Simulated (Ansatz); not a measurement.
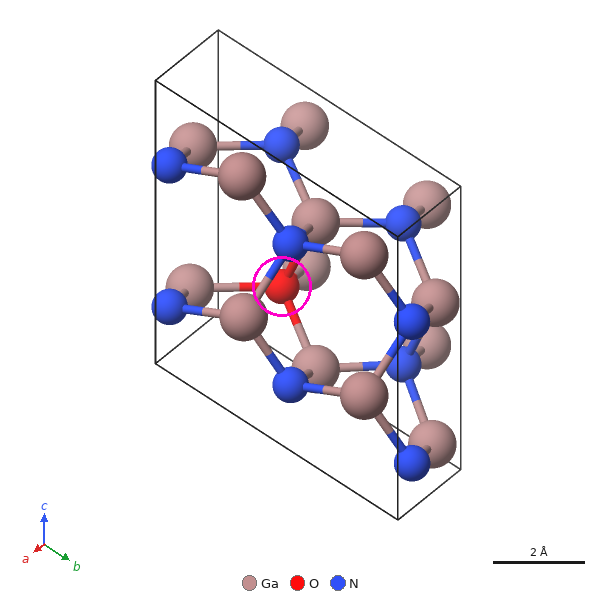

The image is a ball-and-stick drawing of a crystal, viewed slightly off an axis. The wireframe shows the supercell. The host is GaN, in a cell of 16 sites, and the cell carries a charge of +1. A ring marks the defect's site.

### Name the defect and give its surroundings.

Oxygen on a nitrogen site (a substitutional impurity). It is bonded to four Ga in a tetrahedral arrangement at about 2.0 Å.

The atoms were relaxed in the host's cell with DFT PBE, scalar-relativistic, plane waves, PAW in Ansatz.
